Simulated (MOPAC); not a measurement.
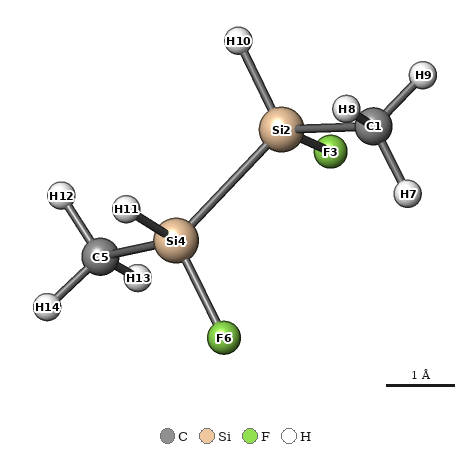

Fig. 1: The input geometry (ball-and-stick view, seen at a tilt; atoms are numbered from 1 in the order of the input).

Single-point calculation of C₂H₈F₂Si₂

C₂H₈F₂Si₂, SMILES C[SiH](F)[SiH](C)F, computed with PM7-, closed shell, COSMO solvent (MOPAC 23.2.5).

The geometry: force field.

Input (job.py)
```python
from ase.calculators.mopac import MOPAC
from ase.io import read

mol = read("mol.xyz")
calc = MOPAC(label="job", method="PM7-", task="1SCF GRADIENTS ITRY=100 DISP PL EPS=10 NSPA=32 AUX(PRECISION=6) THREADS=1", charge=0, relscf=0.01)
mol.calc = calc
e = mol.get_potential_energy()
print("E =", round(e, 6), "eV")
print("forces (eV/A):")
for sym, f in zip(mol.get_chemical_symbols(), mol.get_forces()):
    print(f"{sym:2s} {f[0]:10.5f} {f[1]:10.5f} {f[2]:10.5f}")
print("dipole (e A):", mol.get_dipole_moment().round(4))
```

File mol.xyz
```
14

C      0.364600    -2.375800     0.700300
Si     0.911500    -0.686900     0.059600
F      1.438100    -0.897200    -1.464400
Si    -0.874100     0.786800     0.126200
C     -0.408800     2.305900    -0.781800
F     -2.212800     0.164200    -0.568000
H     -0.479900    -2.770800     0.088700
H      0.047800    -2.319800     1.718900
H      1.211200    -3.051600     0.632000
H      2.036800    -0.184000     0.842300
H     -1.162400     1.066400     1.537000
H      0.446800     2.835300    -0.338000
H     -0.178400     2.085400    -1.802900
H     -1.214100     3.055900    -0.742200
```

Hardware: 1 thread of Arm Neoverse N1, 98 GiB of memory available, shared host.

Launch command:
```bash
export ASE_MOPAC_COMMAND="mopac PREFIX.mop > /dev/null 2>&1"
python job.py
```

The program's output
```
E = -9.523904 eV
forces (eV/A):
C     0.12712    1.14973   -1.18663
Si   -0.74024   -0.19393   -1.09875
F    -0.55246    0.23820    1.18611
Si   -0.23246   -1.44130   -0.49109
C    -0.31156    0.11893    0.91620
F     1.30071    0.47510    0.61461
H     0.14428   -0.12633    0.12542
H    -0.32732   -0.16533    0.95893
H     0.30005   -0.57319    0.00784
H     0.05576    0.06547    0.14104
H    -0.05921    0.05469    0.01948
H     0.39541    0.16277    0.05870
H     0.21380    0.02315   -1.08697
H    -0.31387    0.21204   -0.16490
dipole (e A): [0.2432 0.2954 0.6512]
```

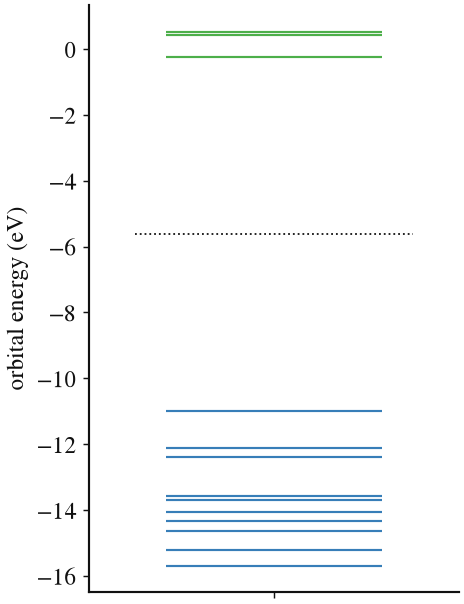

Fig. 2: Orbital energies near the frontier; the dotted line parts filled from empty levels, and levels within 0.02 eV of each other stand side by side. Highest filled −10.99 eV, lowest empty −0.24 eV, 10.75 eV apart.

Key numbers

```json
{"quantity": "outcome", "value": "converged"}
{"quantity": "total energy", "value": "−54.858240 hartree"}
{"quantity": "dispersion energy", "value": "0.000000 hartree"}
{"quantity": "heat of formation", "value": "−219.63 kcal/mol"}
{"quantity": "basis functions", "value": "42"}
{"quantity": "largest force", "value": "1.657 eV/Å"}
{"quantity": "HOMO", "value": "−10.99 eV"}
{"quantity": "LUMO", "value": "−0.24 eV"}
{"quantity": "dipole moment", "value": "3.63 D"}
{"quantity": "wall time", "value": "0.93 s"}
{"quantity": "peak memory", "value": "0.12 GiB"}
```

Notes

Settings chosen away from the usual ones: ase_opt; converger; eps; fmax; itry; nspa; relscf_ase. MOPAC's energies along a path are heats of formation.
